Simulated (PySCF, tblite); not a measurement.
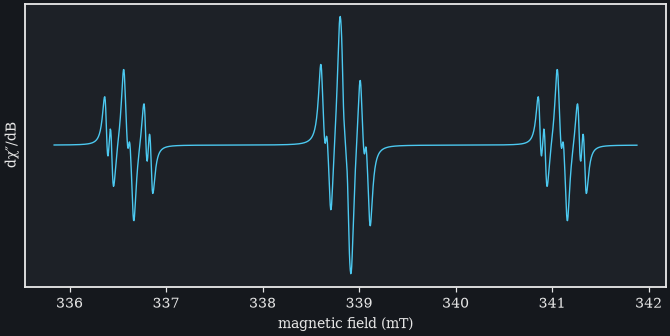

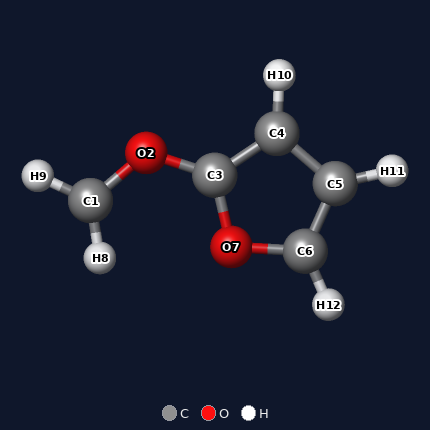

First-order isotropic EPR spectrum (fast tumbling, first derivative) of C₅H₅O₂, SMILES [CH2]Oc1ccco1, doublet at 9.50 GHz, Lorentzian lines of 0.07 mT full width at half height, from computed g and hyperfine couplings (B3LYP/pcH-1 with PySCF 2.14.0, at a GFN2-xTB geometry (a minimum by its frequencies), gas phase); values of one conformer, averaged over methyl-type rotors alone; other conformers aren't averaged in; no vibrational averaging; dilute isotopes left out. The SMILES is one Lewis form and needn't show where the spin sits.

> Which couplings does the calculation give? The spectrum shows the sizes of those above the line width, not their signs.

```tsv
nuclei	isotope	a (mT)	a (MHz)
H8	¹H	−2.26	−63.3
H9	¹H	−2.23	−62.5
H10	¹H	−0.21	−6.0
H12	¹H	−0.19	−5.5
H11	¹H	0.06	1.6
```

> What is the g value, and how wide is the spectrum?

g_iso = 2.0031, which centres the spectrum at 338.9 mT; it spans 5.0 mT.

Note: the tight-binding geometry is rougher than a DFT one and adds to the error.
